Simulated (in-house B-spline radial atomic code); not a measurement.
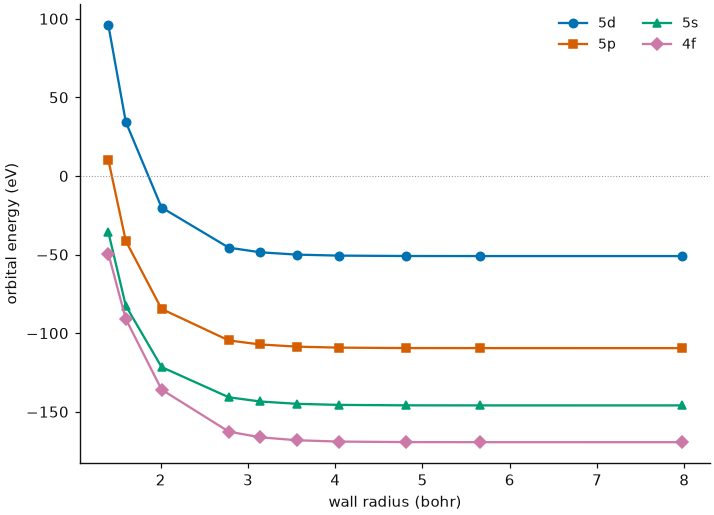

System: the Hg³⁺ ion, configuration [Xe] 4f14 5d9. It is put inside a hard spherical wall of varying radius. Level of theory: non-relativistic Hartree-Fock, average of configuration, point nucleus, hard spherical wall, basis-set limit. Computed with an in-house B-spline radial code. The runs are spin-unpolarised. The plot shows the outer orbital energies.

Describe the level shifts under confinement.

The levels rise as the wall closes in: 5d goes from −51.0 eV at 7.97 bohr to 96.0 eV at 1.4 bohr and passes zero between 2.01 and 1.6 bohr. No two of the levels drawn cross. The fastest to rise is 5d (by 147.0 eV), the slowest 5s (by 110.3 eV): the wall presses hardest on the most extended orbitals.
